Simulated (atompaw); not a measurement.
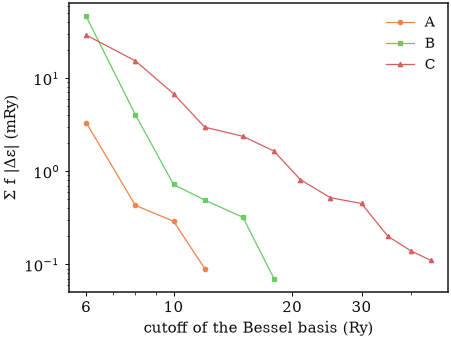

The occupation-weighted error of the valence levels in a spherical-Bessel basis for 3 variants of one potential.

Base settings:

```yaml
element: Dy
generator: atompaw 4.2.0.5
type: PAW
functional: PBEsol
relativity: scalar-relativistic
frozen_core: [Xe] 4f9
valence_charge: 3
reference_configuration: 5d1 6s2 6p0
partial_waves: 6s (bound): rc 3.00 bohr; 6s channel at 3.95 Ry: rc 3.00 bohr; 6p (bound, empty): rc 3.00 bohr; 6p channel at 1.6 Ry: rc 3.00 bohr; 5d (bound): rc 3.00 bohr; 5d channel at 1.55 Ry: rc 3.00 bohr
local_potential: bessel scheme, radius 2.10 bohr
core_correction: smooth core density matched at 2.20 bohr
augmentation_charge: sinc compensation charge, radius 2.80 bohr; PAW radius 3.00 bohr; waves and projectors: custom polynom vanderbiltortho
```

Question: Match the curves to these variants:
1. base
2. augmentation sinc compensation charge, radius 2.80 bohr; PAW radius 3.00 bohr; waves and projectors: custom polynom2 7 10 vanderbiltortho
3. all radii scaled by 1.20 (s 3.60, p 3.60, d 3.60 bohr)

Answer: A = 3, B = 1, C = 2.

Of the 3 potentials behind this page, the base run counted, 1 is unsound (ghost states, missed reference levels or an overlap that isn't positive definite).
